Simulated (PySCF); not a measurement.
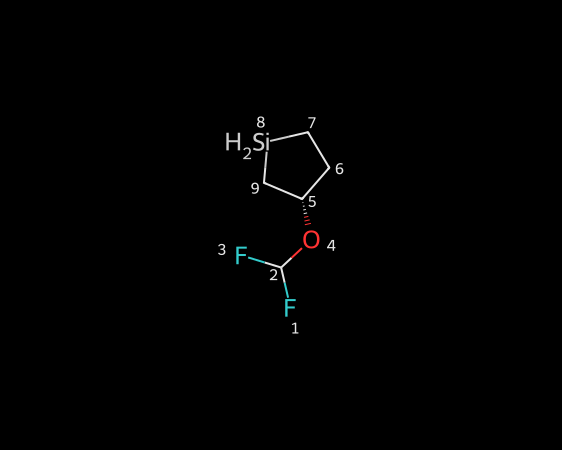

A structural formula, with wedges where it has stereocentres; small numbers name the atoms. The configuration is that of a computed structure (PBE0-D3(BJ)/def2-SVP).

Question: What are the Cahn–Ingold–Prelog descriptors?

Answer: C5: S.

Question: Give a SMILES with the stereochemistry.

Answer: FC(F)O[C@H]1CC[SiH2]C1
